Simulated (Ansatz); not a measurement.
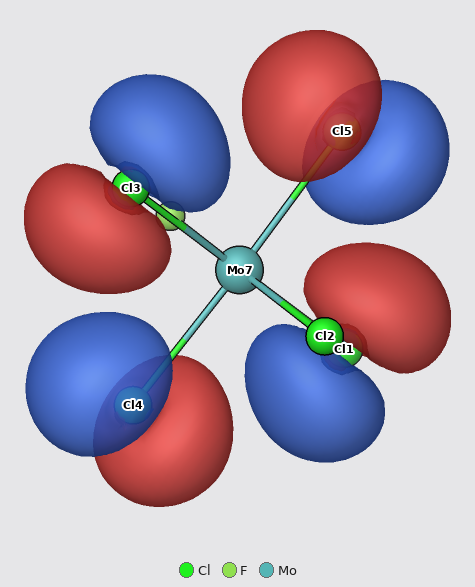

Figure. Cl5FMo. One frontier orbital at ±0.08 Å⁻³ᐟ² (blue and red are the two phases), seen at a tilt.

Geometry: PBE0-D4/def2-SVP; core potentials replace the inner electrons of Mo.

Theory: Ansatz 0.2.0, isolated molecule in a Gaussian basis; Kohn-Sham density functional theory, functional PBE0.

Input file:

```
crystal:
  periodic: [false, false, false]
  atoms:
    - {symbol: Cl, position_ang: [2.639940, -1.423754, 0.640863]}
    - {symbol: Cl, position_ang: [2.954698, 1.785460, 1.127559]}
    - {symbol: Cl, position_ang: [-0.296223, 2.043381, 1.137102]}
    - {symbol: Cl, position_ang: [1.151427, -0.030835, 3.148545]}
    - {symbol: Cl, position_ang: [1.192270, 0.650448, -1.370581]}
    - {symbol: F, position_ang: [-0.198808, -0.824661, 0.705566]}
    - {symbol: Mo, position_ang: [1.213423, 0.344217, 0.894545]}
basis:
  gaussian: {orbitals: def2-SVPD}
hamiltonian: {xc: {name: PBE0}}
output: {forces: true, orbitals: {seedname: orbitals}}
```

Launched as:

```sh
ansatz run input.yaml --threads 2 --pin off --max-ram 6090MiB --events-out events.jsonl --progress --plain --runs-dir runs
```

Which orbital is it: HOMO or LUMO?

Answer. The HOMO, at −9.30 eV. By Hirshfeld shares it lies mainly on Cl1 (about 25 %), Cl3 (about 25 %), Cl4 (about 25 %) and Cl5 (about 25 %); largely a combination of lone pairs on Cl1, Cl3, Cl4 and Cl5.
